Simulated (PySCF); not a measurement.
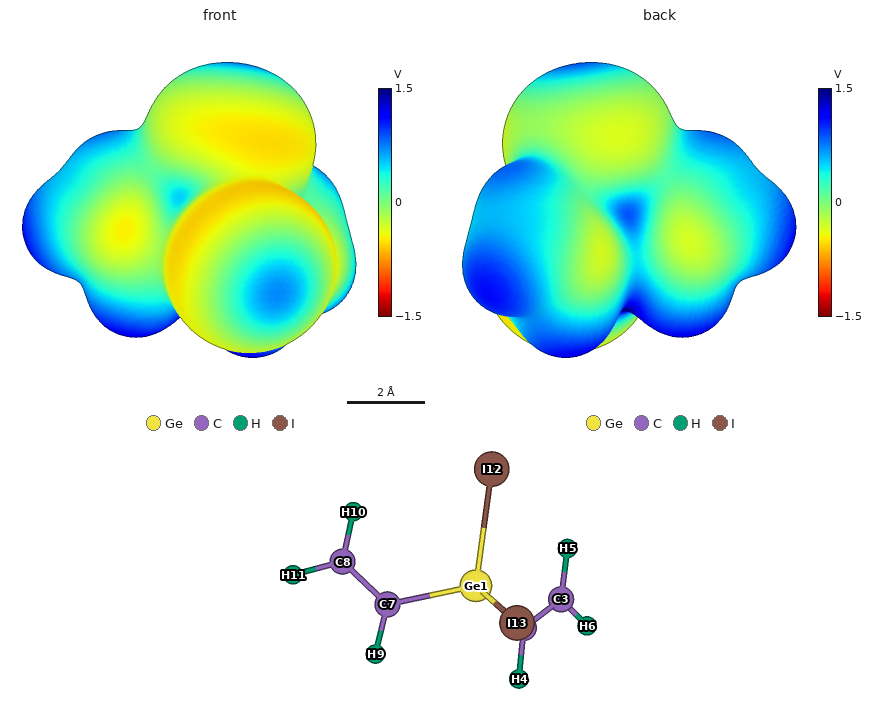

*C₄H₆GeI₂ (Ge(vinyl)2I2). The molecular electrostatic potential painted on the density surface at 0.002 e/bohr³, seen from the front and from behind; the colour scale runs from red (negative) to blue (positive). The bare structure is drawn below in the same view.*

Geometry: PBE0-D3(BJ)/def2-SVP; core potentials replace the inner electrons of I.

Theory: wB97X-D/def2-SVPD, SCF density, gas phase, scalar-relativistic core potentials on the heavy atoms (PySCF 2.14.0).

```yaml
atoms:
  - { symbol: Ge, position_ang: [-0.4691, -0.3607, -0.4717] }
  - { symbol: C, position_ang: [-0.7584, -0.5747, 1.4271] }
  - { symbol: C, position_ang: [-1.4985, 0.2406, 2.1798] }
  - { symbol: H, position_ang: [-0.2642, -1.4437, 1.8792] }
  - { symbol: H, position_ang: [-2.0108, 1.1133, 1.7591] }
  - { symbol: H, position_ang: [-1.6224, 0.0685, 3.2545] }
  - { symbol: C, position_ang: [1.3939, -0.2991, -0.9798] }
  - { symbol: C, position_ang: [1.9666, 0.7158, -1.6281] }
  - { symbol: H, position_ang: [1.9866, -1.1779, -0.6955] }
  - { symbol: H, position_ang: [1.3956, 1.6007, -1.9307] }
  - { symbol: H, position_ang: [3.0319, 0.7037, -1.8839] }
  - { symbol: I, position_ang: [-1.6279, 1.7364, -1.2696] }
  - { symbol: I, position_ang: [-1.4927, -2.3749, -1.6183] }
```

Question: Which sites attract a positive test charge, and which a negative one?

Answer: A positive charge is drawn to the negative regions and a negative charge to the positive ones. The most negative region (about −0.6 V) lies over I12 and I13, the most positive (about +1.4 V) over Ge1. I12 shows a σ-hole: about +0.8 V at the tip opposite its bond, against about −0.3 V on its flanks. I13 shows a σ-hole: about +0.7 V at the tip opposite its bond, against about −0.5 V on its flanks.

Question: What dipole moment does the calculation give?

Answer: Its dipole moment is 2.49 D.
